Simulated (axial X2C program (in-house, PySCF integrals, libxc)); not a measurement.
# VC⁺: bond curves with and without spin–orbit coupling

Aim: find the lowest determinant of VC⁺, scan the bond at several levels and fit the constants, once spin-free and once with spin–orbit coupling.

Method: all-electron X2C, V dyall-v3z, C dyall-v3z; program: an in-house X2C program for linear molecules on PySCF integrals.

All values are calculated.

## Step 1: Input

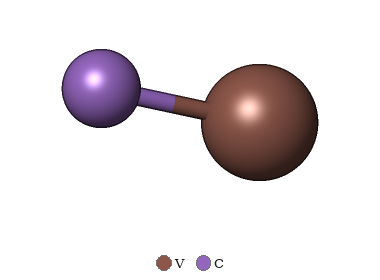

The two atoms at 1.790 Å (vanadium brown, carbon purple).

File task.json:

```json
{"zs": [23, 6], "q": 1, "bas": ["dyall-v3z", "dyall-v3z"], "levels": ["PBE0", "HF", "r2SCAN", "B3LYP"], "cc": false, "r0": 1.79, "npts": 10, "nst": 2, "ntry": 6}
```

Keys: zs atomic numbers; q charge; bas basis sets; levels methods (HF also brings MP2); cc coupled cluster on or off; r0 starting distance in Å; npts points asked for on the curve; nst determinants followed; ntry starts of the search.

Command:

```
> python so2c.py task.json out
```

Spin-free means the one-electron spin-free X2C Hamiltonian; two-component (2c) means X2C with spin–orbit coupling and atomic mean-field two-electron Coulomb and Gaunt terms. Basis: V dyall-v3z contracted to [10s10p6d3f2g], C dyall-v3z contracted to [7s6p2d1f]; Gaussian nuclei, density fitting. Masses: V 50.944 u, C 12.000 u.

Notation: σ, π±, δ± give the projection m of an orbital's angular momentum (0, ±1, ±2), α and β its spin, Λ and M_S the sums; ω is the projection of a spinor's total angular momentum and Ω the sum. Logs are in hartree.

The results follow Hamiltonian by Hamiltonian and level by level.

## Step 2: Search for the lowest determinant

PBE0 moves the distance from 1.790 Å to 1.601 Å and compares determinants there.

Spin-free determinants:

| ΔE (eV) | state | open shells |
| --- | --- | --- |
| 0.00 | M_S = 1, Λ = 2 | beyond closed shells: σα, δ+α |
| 0.42 | M_S = 0, Λ = 0 | closed shell |
| 0.73 | M_S = 1, Λ = 1 | beyond closed shells: π+α, π-α, π-β, δ+α |
| 0.73 | M_S = 1, Λ = 3 | beyond closed shells: π+α, π+β, π-α, δ+α |
| 1.00 | M_S = 2, Λ = 1 | beyond closed shells: σα, π+α, π+β, π-α, δ+α, δ-α |
| 1.38 | M_S = 2, Λ = 0 | beyond closed shells: π+α, π-α, δ+α, δ-α |
| 1.81 | M_S = 1, Λ = 0 | beyond closed shells: 2 × σα |

Two-component determinants:

```tsv
ΔE (eV)	state	open shells
0.00	Ω = 1	excess of +ω over −ω: ω = -1/2, ω = 3/2
0.04	Ω = 3	excess of +ω over −ω: ω = 1/2, ω = 5/2
0.44	Ω = 0	closed shell
0.74	Ω = 2	excess of +ω over −ω: ω = 1/2, ω = 3/2
0.77	Ω = 4	excess of +ω over −ω: ω = 3/2, ω = 5/2
0.78	Ω = 2	excess of +ω over −ω: ω = -1/2, ω = 5/2
0.86	Ω = 3	excess of +ω over −ω: 2 × ω = 3/2
```

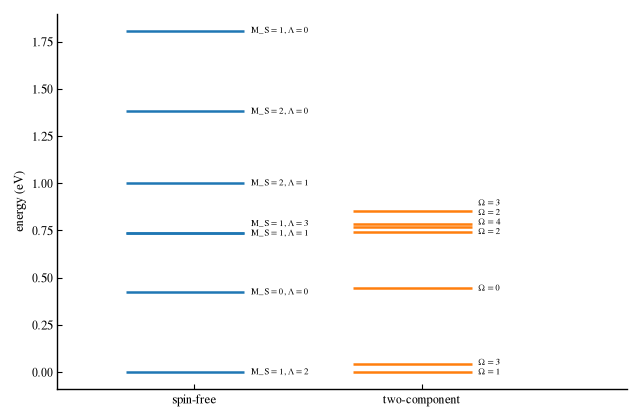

The determinants found, each set from its own lowest.

## Step 3: PBE0, spin-free

State followed: M_S = 1, Λ = 2 (beyond closed shells: σα, δ+α). The scan is laid around 1.601 Å, a first estimate of the minimum, and this SCF restarts from the orbitals of the search.

The SCF at the reference distance of 1.601 Å:

```text
spin-free X2C-1e  PBE0
basis functions 151  fitting functions 896  grid points 5073
iter        total energy     max residual
   1       -986.689891804     2.32e-05
   2       -986.689891799     4.27e-05
   3       -986.689891812     1.51e-05
   4       -986.689891816     5.03e-06
   5       -986.689891816     3.31e-06
converged
one-electron -1437.19623005  Coulomb 455.47243242  exact exchange -12.35976390  xc functional -38.21935659  nuclear repulsion 45.61302630
```

Along the bond, energies from the lowest point:

| R (Å) | E (eV) | μ (D) | HOMO (eV) | LUMO (eV) | iterations |
| --- | --- | --- | --- | --- | --- |
| 1.393 | 1.0518 | -3.52 | -13.27 | -9.90 | 14 |
| 1.457 | 0.4367 | -3.63 | -13.32 | -9.71 | 14 |
| 1.505 | 0.1687 | -3.71 | -13.37 | -9.59 | 14 |
| 1.553 | 0.0325 | -3.79 | -13.43 | -9.48 | 14 |
| 1.601 | 0.0000 | -3.85 | -13.43 | -9.38 | 5 |
| 1.657 | 0.0516 | -3.90 | -13.22 | -9.29 | 16 |
| 1.713 | 0.1558 | -3.93 | -13.07 | -9.20 | 16 |
| 1.785 | 0.3240 | -3.98 | -12.90 | -9.21 | 16 |
| 1.873 | 0.5567 | -4.06 | -12.70 | -9.26 | 15 |
| 2.001 | 0.9261 | -4.21 | -12.42 | -9.35 | 13 |

Dipoles are positive if C is the positive end and refer to the centre of mass.

Outer orbitals at the reference distance:

| symmetry | occupied | ε (eV) | atomic character |
| --- | --- | --- | --- |
| σα | yes | -21.14 | 55% C s, 22% V d, 11% V p |
| σβ | yes | -20.50 | 56% C s, 16% V d, 12% V p |
| σα | yes | -14.38 | 43% V d, 42% C p, 8% C s |
| π+α | yes | -14.01 | 66% V d, 30% C p |
| π-α | yes | -13.88 | 64% V d, 32% C p |
| δ+α | yes | -13.48 | 99% V d |
| π+β | yes | -13.43 | 48% C p, 45% V d, 3% V p |
| π-β | yes | -13.43 | 48% C p, 45% V d, 3% V p |
| σβ | no | -9.38 | 42% V d, 41% C p, 8% V p |
| δ-α | no | -9.04 | 99% V d |
| σα | no | -9.02 | 56% V s, 19% C p, 15% V d |
| σβ | no | -8.01 | 60% V s, 14% V d, 12% C p |

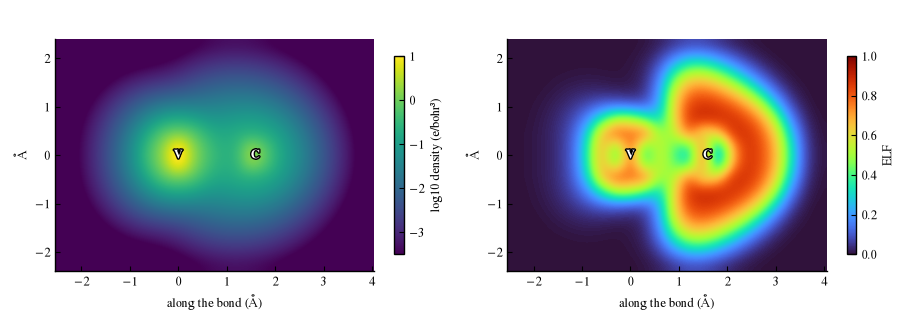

PBE0 fields in a plane through the axis, from a grid of 0.3 Å; V lies at z = 0 and C at z = 1.601 Å; the ELF is damped to zero where the density is low.

Re = 1.595 Å, ωe = 955 cm⁻¹, Be = 0.6819 cm⁻¹, De = 2.94 eV, μ = -3.84 D.

## Step 4: HF, spin-free

The SCF at the reference distance of 1.601 Å:

```text
spin-free X2C-1e  HF
basis functions 151  fitting functions 896  grid points 5073
iter        total energy     max residual
   1       -985.549826937     1.39e-01
   2       -985.573342543     3.06e-02
   3       -985.578094233     3.56e-02
   4       -985.588114657     1.47e-02
   5       -985.594582422     1.31e-02
   6       -985.599669338     1.27e-02
   7       -985.623877881     5.70e-03
   8       -985.623395986     6.13e-03
   9       -985.625319818     3.77e-03
  10       -985.625876123     2.16e-03
  11       -985.625872612     1.57e-03
  12       -985.626009498     1.45e-03
  13       -985.626131498     9.21e-04
  14       -985.626159628     2.60e-04
  15       -985.626163046     6.72e-05
  16       -985.626163203     1.96e-05
  17       -985.626163227     6.09e-06
  18       -985.626163229     2.36e-06
  19       -985.626163230     6.29e-07
converged
one-electron -1436.99073460  Coulomb 455.48044651  exact exchange -49.72890144  xc functional 0.00000000  nuclear repulsion 45.61302630
```

No constants are quoted: the lowest point is the long end of the scan.

## Step 5: r2SCAN, spin-free

The SCF at the reference distance of 1.601 Å:

```text
spin-free X2C-1e  r2SCAN
basis functions 151  fitting functions 896  grid points 5073
iter        total energy     max residual
   1       -986.889603476     3.53e-02
   2       -986.891608454     2.74e-03
   3       -986.891511665     5.44e-03
   4       -986.891227227     7.65e-03
   5       -986.891770389     1.53e-03
   6       -986.891818462     4.63e-04
   7       -986.891861558     3.96e-04
   8       -986.891869254     1.09e-04
   9       -986.891869509     1.51e-05
  10       -986.891869512     3.93e-06
  11       -986.891869512     6.06e-07
converged
one-electron -1437.31684257  Coulomb 455.60601281  exact exchange 0.00000000  xc functional -50.79406606  nuclear repulsion 45.61302630
```

Re = 1.603 Å, ωe = 1014 cm⁻¹, Be = 0.6756 cm⁻¹, De = 3.21 eV, μ = -3.89 D.

## Step 6: B3LYP, spin-free

The SCF at the reference distance of 1.601 Å:

```text
spin-free X2C-1e  B3LYP
basis functions 151  fitting functions 896  grid points 5073
iter        total energy     max residual
   1       -986.968414754     2.13e-02
   2       -986.969829302     2.64e-03
   3       -986.969723605     5.17e-03
   4       -986.969671786     5.63e-03
   5       -986.969970369     8.79e-04
   6       -986.970000383     4.13e-04
   7       -986.970032734     3.47e-04
   8       -986.970047667     1.89e-04
   9       -986.970050271     5.37e-05
  10       -986.970050463     1.62e-05
  11       -986.970050471     5.14e-06
  12       -986.970050472     1.16e-06
converged
one-electron -1437.26361196  Coulomb 455.53152397  exact exchange -9.88324292  xc functional -40.96774585  nuclear repulsion 45.61302630
```

Re = 1.605 Å, ωe = 988 cm⁻¹, Be = 0.674 cm⁻¹, De = 3.08 eV, μ = -3.77 D.

## Step 7: Correlated methods, spin-free

Correlated methods: 8 electrons correlated (frozen shells, counted by type: V 3 s, 2 p; C 1 s), 256 virtual spinors in MP2.

MP2: No constants are quoted: the reference is strongly spin-contaminated.

## Step 8: A higher determinant, spin-free

State: M_S = 0, Λ = 0 (closed shell).

Output at the reference distance:

```text
spin-free X2C-1e  PBE0
basis functions 151  fitting functions 896  grid points 5073
iter        total energy     max residual
   1       -986.674333201     2.40e-05
   2       -986.674333074     1.13e-04
   3       -986.674333209     6.56e-06
   4       -986.674333209     3.31e-06
converged
one-electron -1436.62333410  Coulomb 454.84478987  exact exchange -12.32910877  xc functional -38.17970650  nuclear repulsion 45.61302630
```

| R (Å) | E above the lowest PBE0 point (eV) |
| --- | --- |
| 1.393 | 0.646 |
| 1.457 | 0.311 |
| 1.505 | 0.239 |
| 1.553 | 0.285 |
| 1.601 | 0.423 |
| 1.657 | 0.671 |
| 1.713 | 0.984 |
| 1.785 | 1.442 |
| 1.873 | 2.033 |

Re = 1.508 Å, ωe = 1185 cm⁻¹, ωexe = 5.34 cm⁻¹, Be = 0.7629 cm⁻¹, μ = -4.44 D. Te = 0.24 eV.

## Step 9: The spin-free curves together

Energy (eV) of the followed determinant, spin-free, from each level's lowest point:

| R (Å) | PBE0 | HF | MP2 (spin-contaminated) | r2SCAN | B3LYP |
| --- | --- | --- | --- | --- | --- |
| 1.393 | 1.052 | 3.159 | 0.317 | 1.165 | 1.153 |
| 1.457 | 0.437 | 2.374 | 0.087 | 0.509 | 0.505 |
| 1.505 | 0.169 | 1.896 | 0.027 | 0.212 | 0.212 |
| 1.553 | 0.033 | 1.484 | 0.020 | 0.051 | 0.052 |
| 1.601 | 0.000 | 1.124 | 0.029 | 0.000 | 0.000 |
| 1.657 | 0.052 | 0.765 | 0.025 | 0.047 | 0.041 |
| 1.713 | 0.156 | 0.477 | 0.009 | 0.170 | 0.154 |
| 1.785 | 0.324 | 0.211 | 0.000 | 0.379 | 0.347 |
| 1.873 | 0.557 | 0.033 | 0.037 | 0.660 | 0.610 |
| 2.001 | 0.926 | 0.000 | 0.202 | 1.080 | 1.007 |

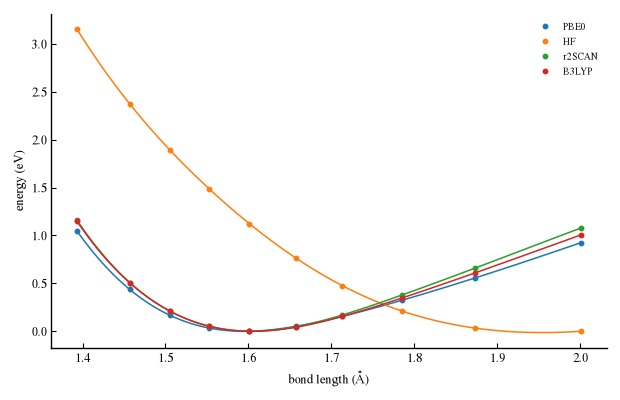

Curves of the followed state, spin-free, each from its own lowest point. Left out: MP2.

## Step 10: PBE0, 2c

State followed: Ω = 1 (excess of +ω over −ω: ω = -1/2, ω = 3/2). The scan is laid around 1.601 Å, a first estimate of the minimum, and this SCF restarts from the orbitals of the search.

Output at 1.601 Å:

```text
two-component X2C + atomic mean field  PBE0
basis functions 151  fitting functions 896  grid points 5073
iter        total energy     max residual
   1       -986.470308674     1.93e-05
   2       -986.470308661     5.71e-05
   3       -986.470308695     1.24e-05
   4       -986.470308701     8.90e-06
   5       -986.470308708     7.42e-07
   6       -986.470308708     6.81e-07
converged
one-electron -1436.65123937  Coulomb 455.36040738  exact exchange -12.35655997  xc functional -38.20953225  nuclear repulsion 45.61302630  atomic mean-field constant -0.22641079
```

Along the bond, energies from the lowest point:

| R (Å) | E (eV) | μ (D) | HOMO (eV) | LUMO (eV) | iterations |
| --- | --- | --- | --- | --- | --- |
| 1.393 | 1.0508 | -3.51 | -13.29 | -9.90 | 14 |
| 1.457 | 0.4362 | -3.63 | -13.34 | -9.71 | 14 |
| 1.505 | 0.1684 | -3.71 | -13.39 | -9.59 | 14 |
| 1.553 | 0.0325 | -3.79 | -13.45 | -9.48 | 14 |
| 1.601 | 0.0000 | -3.85 | -13.42 | -9.38 | 6 |
| 1.657 | 0.0517 | -3.90 | -13.21 | -9.29 | 17 |
| 1.713 | 0.1559 | -3.93 | -13.06 | -9.20 | 16 |
| 1.785 | 0.3243 | -3.98 | -12.89 | -9.21 | 16 |
| 1.873 | 0.5570 | -4.06 | -12.70 | -9.26 | 15 |
| 2.001 | 0.9263 | -4.21 | -12.41 | -9.35 | 14 |

Dipoles are positive if C is the positive end and refer to the centre of mass.

Outer spinors at the reference distance:

| ω | occupied | ε (eV) | atomic character | λ mixture |
| --- | --- | --- | --- | --- |
| -1/2 | yes | -21.14 | 55% C s, 22% V d, 11% V p | 100% σ |
| 1/2 | yes | -20.50 | 56% C s, 16% V d, 12% V p | 100% σ |
| -1/2 | yes | -14.38 | 43% V d, 42% C p, 8% C s | 100% σ |
| 1/2 | yes | -14.02 | 66% V d, 30% C p | 100% π |
| -3/2 | yes | -13.88 | 64% V d, 32% C p | 100% π |
| 3/2 | yes | -13.51 | 97% V d | 96% δ, 4% π |
| -1/2 | yes | -13.43 | 48% C p, 45% V d, 3% V p | 100% π |
| 3/2 | yes | -13.42 | 47% V d, 46% C p, 3% V p | 96% π, 4% δ |
| 1/2 | no | -9.38 | 42% V d, 41% C p, 8% V p | 100% σ |
| -5/2 | no | -9.03 | 99% V d | 100% δ |
| -1/2 | no | -9.02 | 56% V s, 19% C p, 15% V d | 100% σ |
| 1/2 | no | -8.01 | 60% V s, 14% V d, 12% C p | 100% σ |

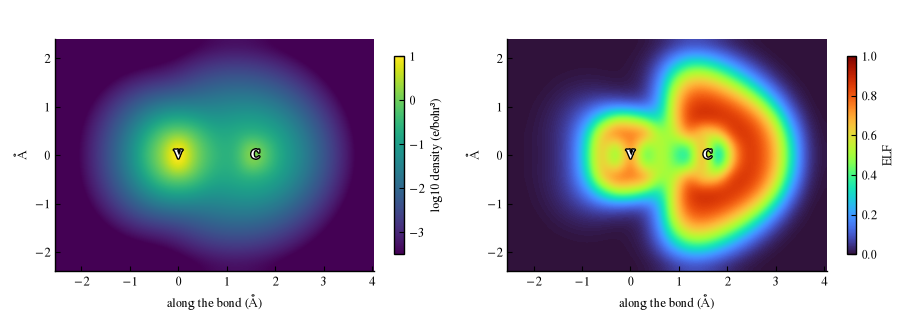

PBE0 fields in a plane through the axis, from a grid of 0.3 Å; V lies at z = 0 and C at z = 1.601 Å; the ELF is damped to zero where the density is low.

Re = 1.595 Å, ωe = 955 cm⁻¹, Be = 0.6819 cm⁻¹, De = 2.96 eV, μ = -3.84 D.

## Step 11: HF, 2c

Output at 1.601 Å:

```text
two-component X2C + atomic mean field  HF
basis functions 151  fitting functions 896  grid points 5073
iter        total energy     max residual
   1       -985.330456364     1.39e-01
   2       -985.353993789     3.06e-02
   3       -985.358771244     3.56e-02
   4       -985.368767466     1.47e-02
   5       -985.375244942     1.31e-02
   6       -985.380429130     1.27e-02
   7       -985.404590092     5.60e-03
   8       -985.403903032     6.19e-03
   9       -985.405891772     3.81e-03
  10       -985.406473121     2.14e-03
  11       -985.406467550     1.56e-03
  12       -985.406605066     1.45e-03
  13       -985.406726131     9.13e-04
  14       -985.406753971     2.55e-04
  15       -985.406757248     6.64e-05
  16       -985.406757411     1.92e-05
  17       -985.406757438     1.18e-05
  18       -985.406757443     9.50e-06
  19       -985.406757445     7.60e-06
  20       -985.406757447     5.25e-06
  21       -985.406757448     2.10e-06
converged
one-electron -1436.44690140  Coulomb 455.36955116  exact exchange -49.71602272  xc functional 0.00000000  nuclear repulsion 45.61302630  atomic mean-field constant -0.22641079
```

No constants are quoted: the lowest point is the long end of the scan.

## Step 12: r2SCAN, 2c

The SCF at the reference distance of 1.601 Å:

```text
two-component X2C + atomic mean field  r2SCAN
basis functions 151  fitting functions 896  grid points 5073
iter        total energy     max residual
   1       -986.669817750     3.53e-02
   2       -986.671826394     2.73e-03
   3       -986.671733868     5.40e-03
   4       -986.671448254     7.63e-03
   5       -986.671988458     1.53e-03
   6       -986.672036681     4.62e-04
   7       -986.672079792     3.96e-04
   8       -986.672087428     1.09e-04
   9       -986.672087681     1.52e-05
  10       -986.672087684     3.88e-06
  11       -986.672087684     6.11e-07
converged
one-electron -1436.77171177  Coulomb 455.49382350  exact exchange 0.00000000  xc functional -50.78081492  nuclear repulsion 45.61302630  atomic mean-field constant -0.22641079
```

Re = 1.603 Å, ωe = 1014 cm⁻¹, Be = 0.6756 cm⁻¹, De = 3.22 eV, μ = -3.88 D.

## Step 13: B3LYP, 2c

Output at 1.601 Å:

```text
two-component X2C + atomic mean field  B3LYP
basis functions 151  fitting functions 896  grid points 5073
iter        total energy     max residual
   1       -986.748711396     2.12e-02
   2       -986.750125800     2.64e-03
   3       -986.750020323     5.17e-03
   4       -986.749968861     5.62e-03
   5       -986.750266758     8.79e-04
   6       -986.750296751     4.13e-04
   7       -986.750329039     3.46e-04
   8       -986.750343889     1.89e-04
   9       -986.750346472     5.36e-05
  10       -986.750346662     1.61e-05
  11       -986.750346670     5.12e-06
  12       -986.750346671     1.15e-06
converged
one-electron -1436.71855616  Coulomb 455.41942443  exact exchange -9.88067844  xc functional -40.95715200  nuclear repulsion 45.61302630  atomic mean-field constant -0.22641079
```

Re = 1.605 Å, ωe = 988 cm⁻¹, Be = 0.6741 cm⁻¹, De = 3.10 eV, μ = -3.76 D.

## Step 14: Correlated methods, 2c

Correlated methods: 8 electrons correlated (frozen shells, counted by type: V 3 s, 2 p; C 1 s), 256 virtual spinors in MP2.

MP2: No constants are quoted: the reference is strongly spin-contaminated.

## Step 15: A higher determinant, 2c

State: Ω = 3 (excess of +ω over −ω: ω = 1/2, ω = 5/2).

Output at the reference distance:

```text
two-component X2C + atomic mean field  PBE0
basis functions 151  fitting functions 896  grid points 5073
iter        total energy     max residual
   1       -986.468802512     1.99e-05
   2       -986.468802504     6.17e-05
   3       -986.468802543     1.31e-05
   4       -986.468802554     9.47e-06
   5       -986.468802565     6.43e-07
   6       -986.468802565     5.71e-07
converged
one-electron -1436.63960728  Coulomb 455.34954722  exact exchange -12.35638776  xc functional -38.20897025  nuclear repulsion 45.61302630  atomic mean-field constant -0.22641079
```

| R (Å) | E above the lowest PBE0 point (eV) |
| --- | --- |
| 1.393 | 1.091 |
| 1.457 | 0.477 |
| 1.505 | 0.209 |
| 1.553 | 0.073 |
| 1.601 | 0.041 |
| 1.657 | 0.093 |
| 1.713 | 0.197 |
| 1.785 | 0.365 |
| 1.873 | 0.598 |

Re = 1.595 Å, ωe = 955 cm⁻¹, Be = 0.682 cm⁻¹, μ = -3.84 D. Te = 0.04 eV.

## Step 16: The 2c curves together

Energy (eV) of the followed determinant, 2c, from each level's lowest point:

| R (Å) | PBE0 | HF | MP2 (spin-contaminated) | r2SCAN | B3LYP |
| --- | --- | --- | --- | --- | --- |
| 1.393 | 1.051 | 3.156 | 0.317 | 1.164 | 1.152 |
| 1.457 | 0.436 | 2.371 | 0.087 | 0.508 | 0.505 |
| 1.505 | 0.168 | 1.894 | 0.026 | 0.212 | 0.212 |
| 1.553 | 0.032 | 1.483 | 0.019 | 0.051 | 0.052 |
| 1.601 | 0.000 | 1.123 | 0.028 | 0.000 | 0.000 |
| 1.657 | 0.052 | 0.765 | 0.024 | 0.047 | 0.041 |
| 1.713 | 0.156 | 0.476 | 0.009 | 0.170 | 0.154 |
| 1.785 | 0.324 | 0.211 | 0.000 | 0.379 | 0.348 |
| 1.873 | 0.557 | 0.033 | 0.037 | 0.660 | 0.610 |
| 2.001 | 0.926 | 0.000 | 0.202 | 1.080 | 1.007 |

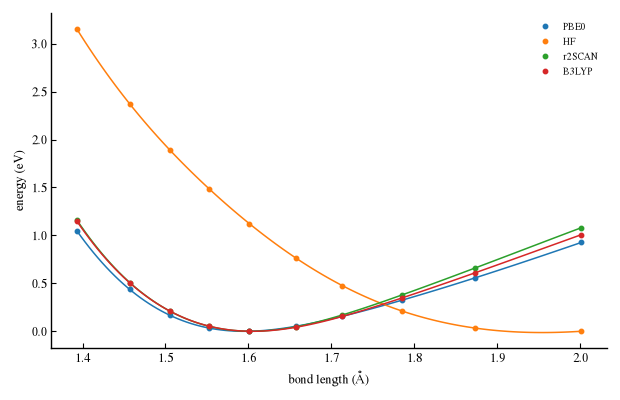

Curves of the followed state, 2c, each from its own lowest point. Left out: MP2.

Time for the job: 2.9 min (1 thread, shared host).

## Step 17: Constants

Lowest determinant that the search found at its distance, spin-free: M_S = 1, Λ = 2 (beyond closed shells: σα, δ+α).

Lowest determinant that the search found at its distance, 2c: Ω = 1 (excess of +ω over −ω: ω = -1/2, ω = 3/2).

```json
{"Hamiltonian": "spin-free", "level": "PBE0", "Re (Å)": "1.595", "ωe (cm⁻¹)": "955", "De (eV)": "2.94", "μ (D)": "-3.84"}
{"Hamiltonian": "spin-free", "level": "r2SCAN", "Re (Å)": "1.603", "ωe (cm⁻¹)": "1014", "De (eV)": "3.21", "μ (D)": "-3.89"}
{"Hamiltonian": "spin-free", "level": "B3LYP", "Re (Å)": "1.605", "ωe (cm⁻¹)": "988", "De (eV)": "3.08", "μ (D)": "-3.77"}
{"Hamiltonian": "2c", "level": "PBE0", "Re (Å)": "1.595", "ωe (cm⁻¹)": "955", "De (eV)": "2.96", "μ (D)": "-3.84"}
{"Hamiltonian": "2c", "level": "r2SCAN", "Re (Å)": "1.603", "ωe (cm⁻¹)": "1014", "De (eV)": "3.22", "μ (D)": "-3.88"}
{"Hamiltonian": "2c", "level": "B3LYP", "Re (Å)": "1.605", "ωe (cm⁻¹)": "988", "De (eV)": "3.10", "μ (D)": "-3.76"}
```

Dipoles are positive if C is the positive end and refer to the centre of mass. No constants: spin-free HF (the lowest point is the long end of the scan); spin-free MP2 (the reference is strongly spin-contaminated); 2c HF (the lowest point is the long end of the scan); 2c MP2 (the reference is strongly spin-contaminated).

Time per point (s) on 1 thread, shared host (2c runs); the times are rough: PBE0 0.72, r2SCAN 1, B3LYP 0.85.

What this shows: At PBE0, going from spin-free to two-component changes Re by 0 mÅ, ωe by 0.0 %, which is small (part of it comes from the scalar share of the two-electron terms). De moves by +0.02 eV; both De rest on single-determinant atoms, which can miss part of an open shell's spin–orbit lowering.

De refers to V+ + C, each in the lowest determinant found, which need not be this curve's own limit. Each curve is one determinant whose occupation by symmetry is held fixed; it was picked as the lowest of a PBE0 search that is not exhaustive. Dissociation energies refer to the lowest single-determinant-based atoms at the same level and basis. Density functionals use the spin component along the axis (collinear). The meta-GGAs lack a current-density term, which matters for open shells with orbital currents, atoms included. With several unpaired electrons one determinant need not be a pure state. The spin-free determinant is spin-contaminated at some levels.
